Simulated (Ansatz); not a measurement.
The reference is InSb in the zinc blende structure (space group F-43m, No. 216; a = 6.450 Å).

Structures relaxed with LDA (Ansatz, an electronic-structure program, PAW, no SOC).

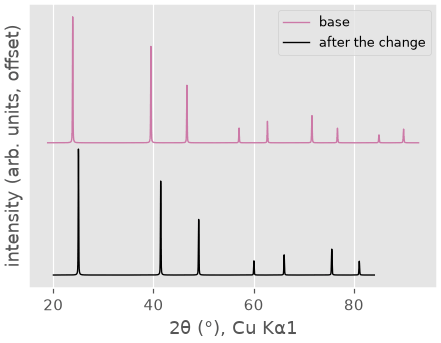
Figure. Simulated powder patterns before (top) and after one change

Task: Which change produced these results?
A. pressure −1 GPa
B. pressure 22.5 GPa
C. pressure 9 GPa
D. pressure 15 GPa

Result: C, pressure 9 GPa. Its volume per atom is 29.19 Å³ against 33.54 Å³, and its space group is F-43m (No. 216).

Load acts through the strain it causes; cell and atoms are relaxed under it. Whether these cells are dynamically stable was not tested. Tetrahedral semiconductors of this kind turn to denser phases somewhere between about 1 and 50 GPa; those were not computed, so compressed cells here can lie past the real transition. All final runs are without spin polarisation.
